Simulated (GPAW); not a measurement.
# Ni1 on Cu4 001: moments or none

Aim: find out whether Ni1 on Cu4 001 carries moments when they start parallel, and what they gain.

Main program and level: GPAW 26.7.0; PBE; plane waves with GPAW's PAW setups, scalar-relativistic.

**1. The structure**

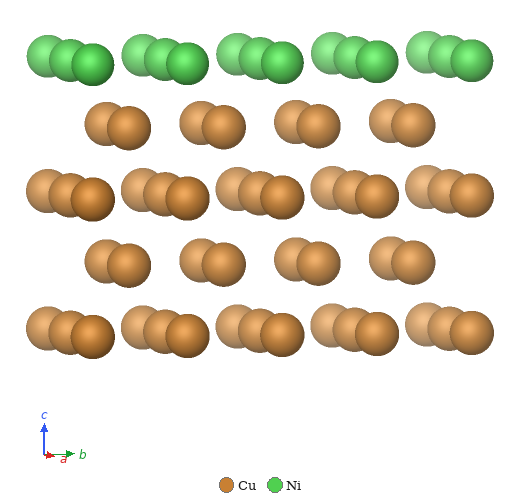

The starting structure, seen from the side, with the c axis up (copper orange, nickel green). 2×4×1 cells are drawn. Some periodic images of atoms are drawn too.

The cell holds 5 atoms: 4 Cu and 1 Ni. Its edges and angles: a = 2.556 Å, b = 2.556 Å, c = 19.155 Å, α = 90.0°, β = 90.0°, γ = 90.0°. ideal sites on the substrate's mesh, layer spacings from atomic volumes, unrelaxed, 12 A of vacuum. Vacuum lies along c.

**2. Order 1, typed as ferro +**

The parallel start comes first: it fits the smallest cell, keeps the most symmetry and shows whether parallel moments form.

order1.py

```python
import json
import numpy as np
from ase import Atoms
from ase.parallel import paropen, parprint
from gpaw import GPAW

atoms = Atoms(['Cu', 'Cu', 'Cu', 'Cu', 'Ni'],
    cell=[[2.556191, 0.0, 0.0],
         [0.0, 2.556191, 0.0],
         [0.0, 0.0, 19.154759]],
    scaled_positions=[[0.0, 0.0, 0.313238],
         [0.5, 0.5, 0.407518],
         [0.0, 0.0, 0.501798],
         [0.5, 0.5, 0.596078],
         [0.0, 0.0, 0.686762]],
    pbc=True,
    magmoms=[0.0, 0.0, 0.0, 0.0, 0.8])
atoms.calc = GPAW(mode={'name': 'pw', 'ecut': 450},
    xc='PBE',
    kpts={'size': (18, 18, 1), 'gamma': True},
    occupations={'name': 'fermi-dirac', 'width': 0.05},
    convergence={'density': 1e-05, 'energy': 1e-05},
    maxiter=200,
    mixer={'name': 'pulay', 'beta': 0.03, 'nmaxold': 8, 'weight': 100},
    symmetry={'tolerance': 1e-4},
    txt='order1.txt')
e = atoms.get_potential_energy(force_consistent=True)
res = {'free_energy': e, 'energy_sigma0': atoms.get_potential_energy(), 'fermi_energy': atoms.calc.get_fermi_level()}
res['moments'] = atoms.get_magnetic_moments().tolist()
res['total'] = atoms.get_magnetic_moment()
parprint('site moments (muB):', np.round(res['moments'], 3))
parprint(f"total moment: {res['total']:.3f} muB")
parprint(f'free energy: {e:.6f} eV')
atoms.calc.write('order1.gpw')
with paropen('results.json', 'w') as f:
    json.dump(res, f)
```

Command:

```console
OMP_NUM_THREADS=1 mpirun -n 4 gpaw python order1.py > order1.log
```

Numbers of over 12 decimals in the logs are rounded to 6 here.

What it wrote:

```text
site moments (muB): [-0.001 -0.001 -0.004  0.012  0.552]
total moment: 0.525 muB
free energy: -20.176197 eV

--- order1.txt ---
Input parameters:
  mode=PW(ecut=450),
  convergence={'density': 1e-05, 'energy': 1e-05},
  kpts=MonkhorstPack(size=(18, 18, 1), gamma=True),
  maxiter=200,
  mixer=Pulay(name='pulay', nmaxold=8, beta=0.03, weight=100, sigma=0.015, g_ss=None),
  occupations=Occupations(name='fermi-dirac', width=0.05),
  symmetry=Symmetry(tolerance=0.0001),
  xc=XC(name='PBE')

Diagonalizing LCAO Hamiltonian
Converting LCAO to pw mode
   .-----.
  /|     |
 * |     |
 | |     |
 | |     |
 | |     |
 | |     |
 | |     |
 | |     |
 | |     |
 Ni|     |
 | | Cu  |
 | |     |
 | |     |
 Cu|     |
 | | Cu  |
 | |     |
 | |     |
 Cu|     |
 | |     |
 | |     |
 | |     |
 | |     |
 | |     |
 | .-----.
 |/     /
 *-----*

Atoms  # Å, Bohr magnetons
|   | symbol |        x |        y |         z |    initial magnetic moments |
|---|--------|----------|----------|-----------|-----------------------------|
| 0 |     Cu | 0.000000 | 0.000000 |  5.999998 | ( 0.0000,  0.0000,  0.0000) |
| 1 |     Cu | 1.278096 | 1.278096 |  7.805909 | ( 0.0000,  0.0000,  0.0000) |
| 2 |     Cu | 0.000000 | 0.000000 |  9.611820 | ( 0.0000,  0.0000,  0.0000) |
| 3 |     Cu | 1.278096 | 1.278096 | 11.417730 | ( 0.0000,  0.0000,  0.0000) |
| 4 |     Ni | 0.000000 | 0.000000 | 13.154761 | ( 0.0000,  0.0000,  0.8000) |

Unit cell  # Å
| periodic |        x |        y |         z |   lengths |    angles |
|----------|----------|----------|-----------|-----------|-----------|
|      yes | 2.556191 | 0.000000 |  0.000000 |  2.556191 | 90.000000 |
|      yes | 0.000000 | 2.556191 |  0.000000 |  2.556191 | 90.000000 |
|      yes | 0.000000 | 0.000000 | 19.154759 | 19.154759 | 90.000000 |

Number of symmetries: 8

BZ-sampling:
  Number of BZ points: 324
  Number of IBZ points: 55

  Monkhorst-Pack size: [18, 18, 1]
  Monkhorst-Pack shift: [0.027778, 0.027778, 0.0]

K-points  # in reciprocal-cell coordinates
|     |                                coordinates |     weight |
|-----|--------------------------------------------|------------|
|   0 | ( -0.00000000,  -0.00000000,   0.00000000) | 0.00308642 |
|   1 | (  0.05555556,  -0.00000000,   0.00000000) | 0.01234568 |
|   2 | (  0.05555556,   0.05555556,   0.00000000) | 0.01234568 |
|   3 | (  0.11111111,  -0.00000000,   0.00000000) | 0.01234568 |
|   4 | (  0.11111111,   0.05555556,   0.00000000) | 0.02469136 |
|   5 | (  0.11111111,   0.11111111,   0.00000000) | 0.01234568 |
|   6 | (  0.16666667,  -0.00000000,   0.00000000) | 0.01234568 |
|   7 | (  0.16666667,   0.05555556,   0.00000000) | 0.02469136 |
|   8 | (  0.16666667,   0.11111111,   0.00000000) | 0.02469136 |
|   9 | (  0.16666667,   0.16666667,   0.00000000) | 0.01234568 |
| ... |                                            |            |
|  54 | (  0.50000000,   0.50000000,   0.00000000) | 0.00308642 |

Plane wave coefficients: 2755
Cutoff: 450.000000 eV

Spin-components: 2 (collinear spins)
Bands:           41
Projectors:      30
Spin-degeneracy: 1
Datatype:        complex128

Parallelization:
  kpt:    4
  domain: 1
  band:   1

Density:
  Valence electrons: 60.0
  Components: 2
  Grid points: [14 14 96]
  Charge: 0.0  # |e|

Potential:
  Grid points: [14 14 96]

species:
  Cu:
    name:    Copper
    Z:       29.0
    valence: 11
    core:    18
    charge:  0.0  # [|e|]
    compensation charges:
      type: gauss
      rc: 0.33  # [Å]
      lmax: 2
    cutoffs:
      filter: 2.06  # [Å]
      core: 2.43  # [Å]
    projectors
    | kind |    occ | energy [eV] | rcut [Å] |
    |------|--------|-------------|----------|
    |   4s |  1.000 |      -4.609 |    1.164 |
    |   4p |  0.000 |      -0.698 |    1.164 |
    |   3d | 10.000 |      -5.039 |    1.058 |
    |    s |        |      22.603 |    1.164 |
    |    p |        |      26.513 |    1.164 |
    |    d |        |      22.172 |    1.058 |

    Using partial waves for Cu as LCAO basis

  Ni:
    name:    Nickel
    Z:       28.0
    valence: 16
    core:    12
    charge:  0.0  # [|e|]
    compensation charges:
      type: gauss
      rc: 0.36  # [Å]
      lmax: 2
    cutoffs:
      filter: 2.14  # [Å]
      core: 1.98  # [Å]
    projectors
    | kind |    occ | energy [eV] | rcut [Å] |
    |------|--------|-------------|----------|
    |   4s |  2.000 |      -5.642 |    1.164 |
    |   3p |  6.000 |     -71.394 |    1.207 |
    |   4p |  0.000 |      -1.226 |    1.207 |
    |   3d |  8.000 |      -8.875 |    1.138 |
    |    s |        |      21.570 |    1.164 |
    |    d |        |      18.337 |    1.138 |

    Using partial waves for Ni as LCAO basis

Reference energy: -221453.805812  # eV

eigensolver:
  PPCG
  Converge bands: occupied
  niter=2

density mixing:
  Pulay-Mixer
  Linear mixing parameters: 0.03
  Old densities: 8
  Fourier metric: weight=100, sigma=0.015

occupation numbers:
  Fermi-Dirac:
    width: 0.0500  # eV

poisson solver:
  ecut: 3600.000000  # eV

xc functional:
  name: PBE with 2 nearest neighbor stencil

convergence criteria:
- Maximum integral of absolute [dens]ity change: 1e-05 electrons / valence electron
- Maximum [total energy] change in last 3 cyles: 1e-05 eV / valence electron
- Maximum integral of absolute [eigenst]ate change: 4e-08 eV^2 / valence electron
maximum number of iterations: 200

SCF iterations
|iter     |      energy | eigst |  dens |  magmom |
|---------|-------------|-------|-------|---------|
|iter:   1|       0s |  -29.080572 | +0.23 |       |  +0.8007|
|iter:   2|       4s |  -24.098882 | -1.21 | -0.84 |  +0.7777|
|iter:   3|       8s |  -22.300781 | -1.81 | -0.91 |  +0.7606|
|iter:   4|      12s |  -21.589146 | -2.02 | -1.05 |  +0.7375|
|iter:   5|      16s |  -21.440533 | -2.44 | -1.17 |  +0.7474|
|iter:   6|      19s |  -20.442445 | -1.29 | -1.13 |  +0.6934|
|iter:   7|      23s |  -20.336436 | -2.47 | -1.51 |  +0.6807|
|iter:   8|      27s |  -20.214887 | -2.49 | -1.63 |  +0.6714|
|iter:   9|      31s |  -20.469464 | -2.58 | -1.82 |  +0.6518|
|iter:  10|      34s |  -20.224329 | -2.62 | -1.52 |  +0.6399|
[... 29 iterations left out ...]
|iter:  40|     138s |  -20.158542c| -8.17c| -4.51 |  +0.5250|
|iter:  41|     139s |  -20.158542c| -8.03c| -4.54 |  +0.5251|
|iter:  42|     141s |  -20.158541c| -7.96c| -4.62 |  +0.5250|
|iter:  43|     143s |  -20.158540c| -8.16c| -4.72 |  +0.5251|
|iter:  44|     145s |  -20.158540c| -8.29c| -4.81 |  +0.5249|
|iter:  45|     147s |  -20.158539c| -7.95c| -4.85 |  +0.5247|
|iter:  46|     149s |  -20.158539c| -8.46c| -4.91 |  +0.5247|
|iter:  47|     150s |  -20.158538c| -9.25c| -4.92 |  +0.5247|
|iter:  48|     152s |  -20.158538c| -8.33c| -4.93 |  +0.5247|
|iter:  49|     154s |  -20.158537c| -8.78c| -5.08c|  +0.5247|

Converged in 49 steps
Energy contributions relative to reference atoms: (reference = -221453.805812)

Energy contributions:
  Kinetic:         -45.114743
  Coulomb:          35.693816
  Zero:              0.665863
  External:          0.000000
  Xc:              -11.385813
  Entropy:          -0.035320
  Spinorbit:         0.000000
  ----------------------------
  Free energy:     -20.176197
  Extrapolated:    -20.158537

dipole moment: (-16.258750, -16.258750, -0.033164)  # |e|*Ang

Total magnetic moment: (0.000000, 0.000000, 0.524729)

Local magnetic moments
|        x |        y |         z |
|----------|----------|-----------|
| 0.000000 | 0.000000 | -0.000871 |  # Cu   0
| 0.000000 | 0.000000 | -0.000567 |  # Cu   1
| 0.000000 | 0.000000 | -0.004445 |  # Cu   2
| 0.000000 | 0.000000 |  0.012060 |  # Cu   3
| 0.000000 | 0.000000 |  0.552000 |  # Ni   4

Fermi level: 1.286
Eigenvalues  # (at kpt = [-0.000, -0.000, 0.000])
| band index |      eig [eV] | occ [0-1] |      eig [eV] | occ [0-1] |
|------------|---------------|-----------|---------------|-----------|
|          0 |       -62.067 |     1.000 |       -61.375 |     1.000 |
|        ... |               |           |               |           |
|         24 |        -0.420 |     1.000 |        -0.407 |     1.000 |
|         25 |        -0.226 |     1.000 |        -0.221 |     1.000 |
|         26 |        -0.226 |     1.000 |        -0.221 |     1.000 |
|         27 |        -0.169 |     1.000 |        -0.169 |     1.000 |
|         28 |         0.121 |     1.000 |         0.449 |     1.000 |
|         29 |         0.703 |     1.000 |         1.240 |     0.716 |
|         30 |         0.703 |     1.000 |         1.240 |     0.716 |
|         31 |         0.766 |     1.000 |         1.413 |     0.073 |
|         32 |         1.420 |     0.065 |         1.501 |     0.013 |
|         33 |         2.773 |     0.000 |         2.764 |     0.000 |
|         34 |         5.658 |     0.000 |         5.641 |     0.000 |
|         35 |         6.577 |     0.000 |         6.554 |     0.000 |
|         36 |         7.963 |     0.000 |         7.963 |     0.000 |
|         37 |        10.512 |     0.000 |        10.501 |     0.000 |
|         38 |        11.026 |     0.000 |        11.029 |     0.000 |
|        ... |               |           |               |           |
|         40 |        15.030 |     0.000 |        15.031 |     0.000 |

No gap
No difference between direct/indirect transitions
```

Elapsed: 2.7 min, on 4 MPI ranks of Intel Xeon at 2.80GHz (Skylake/Cascade Lake), shared host; peak memory 1 GiB; 11 min of CPU time.

Spin moment in the augmentation sphere by atom:

```
atom  spin moment in the augmentation sphere (μB)
 Cu1                                       -0.001
 Cu2                                       -0.001
 Cu3                                       -0.004
 Cu4                                        0.012
 Ni5                                        0.552
```

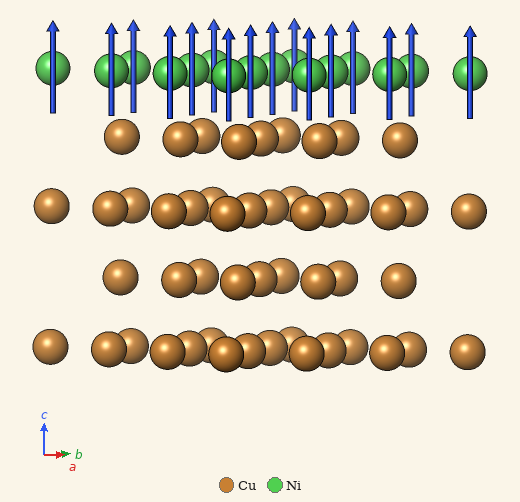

Spin moment in the augmentation sphere as arrows, the longest 0.552 μB. Up and down stand for the sign. Arrows give size and sign along the axis of quantisation, drawn up and down the page. 3×3×1 cells are drawn. Some periodic images of atoms are drawn too.

Numbers from this step:

- magnetization: 0.5247 μB
- final state: ferromagnetic

After 49 cycles the largest moment stands at 0.552 μB.

**3. Start 2: no spin polarisation**

This run holds no moments, which gives a state to set the others against.

nospin.py is the script of step 2 with these lines changed:

```diff
@@ -15,4 +15,3 @@
          [0.0, 0.0, 0.686762]],
-    pbc=True,
-    magmoms=[0.0, 0.0, 0.0, 0.0, 0.8])
+    pbc=True)
 atoms.calc = GPAW(mode={'name': 'pw', 'ecut': 450},
@@ -25,11 +24,7 @@
     symmetry={'tolerance': 1e-4},
-    txt='order1.txt')
+    txt='nospin.txt')
 e = atoms.get_potential_energy(force_consistent=True)
 res = {'free_energy': e, 'energy_sigma0': atoms.get_potential_energy(), 'fermi_energy': atoms.calc.get_fermi_level()}
-res['moments'] = atoms.get_magnetic_moments().tolist()
-res['total'] = atoms.get_magnetic_moment()
-parprint('site moments (muB):', np.round(res['moments'], 3))
-parprint(f"total moment: {res['total']:.3f} muB")
 parprint(f'free energy: {e:.6f} eV')
-atoms.calc.write('order1.gpw')
+atoms.calc.write('nospin.gpw')
 with paropen('results.json', 'w') as f:
```

Command:

```console
OMP_NUM_THREADS=1 mpirun -n 4 gpaw python nospin.py > nospin.log
```

What it wrote:

```text
free energy: -20.161396 eV

--- nospin.txt ---
Input parameters:
  mode=PW(ecut=450),
  convergence={'density': 1e-05, 'energy': 1e-05},
  kpts=MonkhorstPack(size=(18, 18, 1), gamma=True),
  maxiter=200,
  mixer=Pulay(name='pulay', nmaxold=8, beta=0.03, weight=100, sigma=0.015, g_ss=None),
  occupations=Occupations(name='fermi-dirac', width=0.05),
  symmetry=Symmetry(tolerance=0.0001),
  xc=XC(name='PBE')

Diagonalizing LCAO Hamiltonian
Converting LCAO to pw mode
   .-----.
  /|     |
 * |     |
 | |     |
 | |     |
 | |     |
 | |     |
 | |     |
 | |     |
 | |     |
 Ni|     |
 | | Cu  |
 | |     |
 | |     |
 Cu|     |
 | | Cu  |
 | |     |
 | |     |
 Cu|     |
 | |     |
 | |     |
 | |     |
 | |     |
 | |     |
 | .-----.
 |/     /
 *-----*

Atoms  # Å, Bohr magnetons
|   | symbol |        x |        y |         z |    initial magnetic moments |
|---|--------|----------|----------|-----------|-----------------------------|
| 0 |     Cu | 0.000000 | 0.000000 |  5.999998 | ( 0.0000,  0.0000,  0.0000) |
| 1 |     Cu | 1.278096 | 1.278096 |  7.805909 | ( 0.0000,  0.0000,  0.0000) |
| 2 |     Cu | 0.000000 | 0.000000 |  9.611820 | ( 0.0000,  0.0000,  0.0000) |
| 3 |     Cu | 1.278096 | 1.278096 | 11.417730 | ( 0.0000,  0.0000,  0.0000) |
| 4 |     Ni | 0.000000 | 0.000000 | 13.154761 | ( 0.0000,  0.0000,  0.0000) |

Unit cell  # Å
| periodic |        x |        y |         z |   lengths |    angles |
|----------|----------|----------|-----------|-----------|-----------|
|      yes | 2.556191 | 0.000000 |  0.000000 |  2.556191 | 90.000000 |
|      yes | 0.000000 | 2.556191 |  0.000000 |  2.556191 | 90.000000 |
|      yes | 0.000000 | 0.000000 | 19.154759 | 19.154759 | 90.000000 |

Number of symmetries: 8

BZ-sampling:
  Number of BZ points: 324
  Number of IBZ points: 55

  Monkhorst-Pack size: [18, 18, 1]
  Monkhorst-Pack shift: [0.027778, 0.027778, 0.0]

Plane wave coefficients: 2755
Cutoff: 450.000000 eV

Spin-components: 1 (collinear spins)
Bands:           40
Projectors:      30
Spin-degeneracy: 2
Datatype:        complex128

Parallelization:
  kpt:    4
  domain: 1
  band:   1

Density:
  Valence electrons: 60.0
  Components: 1
  Grid points: [14 14 96]
  Charge: 0.0  # |e|

Potential:
  Grid points: [14 14 96]

[... setups left out ...]
Reference energy: -221453.805812  # eV

eigensolver:
  PPCG
  Converge bands: occupied
  niter=2

density mixing:
  Pulay-Mixer
  Linear mixing parameters: 0.03
  Old densities: 8
  Fourier metric: weight=100, sigma=0.015

occupation numbers:
  Fermi-Dirac:
    width: 0.0500  # eV

poisson solver:
  ecut: 3600.000000  # eV

xc functional:
  name: PBE with 2 nearest neighbor stencil

convergence criteria:
- Maximum integral of absolute [dens]ity change: 1e-05 electrons / valence electron
- Maximum [total energy] change in last 3 cyles: 1e-05 eV / valence electron
- Maximum integral of absolute [eigenst]ate change: 4e-08 eV^2 / valence electron
maximum number of iterations: 200

SCF iterations
|iter     |      energy | eigst |  dens |
|---------|-------------|-------|-------|
|iter:   1|       0s |  -29.244505 | +0.23 |       |
|iter:   2|       2s |  -24.208106 | -1.18 | -0.87 |
|iter:   3|       4s |  -22.349209 | -1.76 | -0.96 |
|iter:   4|       5s |  -21.620629 | -1.89 | -1.08 |
|iter:   5|       7s |  -21.380182 | -2.50 | -1.21 |
|iter:   6|       9s |  -20.444503 | -1.28 | -1.21 |
|iter:   7|      11s |  -20.339027 | -2.30 | -1.57 |
|iter:   8|      13s |  -20.201441 | -2.42 | -1.69 |
|iter:   9|      14s |  -20.409846 | -2.61 | -1.94 |
|iter:  10|      16s |  -20.237052 | -2.72 | -1.69 |
[... 12 iterations left out ...]
|iter:  23|      39s |  -20.142117c| -6.72 | -3.91 |
|iter:  24|      41s |  -20.142118c| -6.74 | -4.00 |
|iter:  25|      42s |  -20.142117c| -7.73c| -4.19 |
|iter:  26|      44s |  -20.142113c| -8.30c| -4.21 |
|iter:  27|      46s |  -20.142102c| -7.72c| -4.25 |
|iter:  28|      48s |  -20.142101c| -8.53c| -4.43 |
|iter:  29|      49s |  -20.142102c| -8.66c| -4.54 |
|iter:  30|      50s |  -20.142103c| -7.44c| -4.68 |
|iter:  31|      51s |  -20.142106c| -7.51c| -4.77 |
|iter:  32|      52s |  -20.142108c| -7.77c| -5.02c|

Converged in 32 steps
Energy contributions relative to reference atoms: (reference = -221453.805812)

Energy contributions:
  Kinetic:         -45.319302
  Coulomb:          35.920118
  Zero:              0.667497
  External:          0.000000
  Xc:              -11.391134
  Entropy:          -0.038575
  Spinorbit:         0.000000
  ----------------------------
  Free energy:     -20.161396
  Extrapolated:    -20.142108

dipole moment: (-16.250341, -16.250341, -0.036906)  # |e|*Ang

Fermi level: 1.248
Eigenvalues  # (at kpt = [-0.000, -0.000, 0.000])
| band index |      eig [eV] | occ [0-2] |
|------------|---------------|-----------|
|          0 |       -61.583 |     2.000 |
|        ... |               |           |
|         23 |        -0.604 |     2.000 |
|         24 |        -0.422 |     2.000 |
|         25 |        -0.252 |     2.000 |
|         26 |        -0.252 |     2.000 |
|         27 |        -0.204 |     2.000 |
|         28 |         0.383 |     2.000 |
|         29 |         1.097 |     1.906 |
|         30 |         1.097 |     1.906 |
|         31 |         1.267 |     0.812 |
|         32 |         1.416 |     0.067 |
|         33 |         2.781 |     0.000 |
|         34 |         5.645 |     0.000 |
|         35 |         6.568 |     0.000 |
|         36 |         7.964 |     0.000 |
|         37 |        10.507 |     0.000 |
|         38 |        11.027 |     0.000 |
|         39 |        14.532 |     0.000 |

No gap
No difference between direct/indirect transitions
```

It took 59 s on 4 MPI ranks; peak memory 0.86 GiB; 3.9 min of CPU time.

Numbers from this step:

* final state: non-magnetic (no spin polarisation)

It lies 14.8 meV a seeded atom over the first start.

**4. Ranking**

These are free energies at a smearing of 0.05 eV, so its entropy term is in the differences. They are divided by the number of seeded atoms, so that cells of unlike size compare.

Orders:

```
               start    final state  typed order kept  energy over the lowest (meV a seeded atom)  largest site moment (μB)  net moment (μB a primitive cell)  mesh matched  CPU time (s)
             ferro +  ferromagnetic               yes                                           0                     0.552                            0.5247           yes         653.7
no spin polarisation   non-magnetic                 -                                        14.8                         0                                 0           yes           236
```

**5. Summary of results**

| Item | Value |
| --- | --- |
| lower run | with moments |
| largest site moment | 0.552 μB |
| energy gained by spin polarisation | 14.8 meV a seeded atom |

**Reading.** The crystal holds moments, up to 0.552 μB, and gains 14.8 meV a seeded atom by them. Spin polarisation gains little. No antiferromagnetic order was tried, so the session says nothing on how the moments order.

[Logs and program files are shortened in this print: banners, set-up blocks, solver, clock and traceback lines can be left out without a mark of their own.]

[Logs are printed without paths, hosts, clocks, repeated set-up lines and the standing remarks that a program may print on its own settings, such as how far it seeks lower states.]

[Hosts, paths, dates, database ids (printed as entryN), source tags and the programs' standing remarks are cut or masked in the printed files.]

[Where a cell is said to come from a database of computed structures, the database is the Materials Project.]
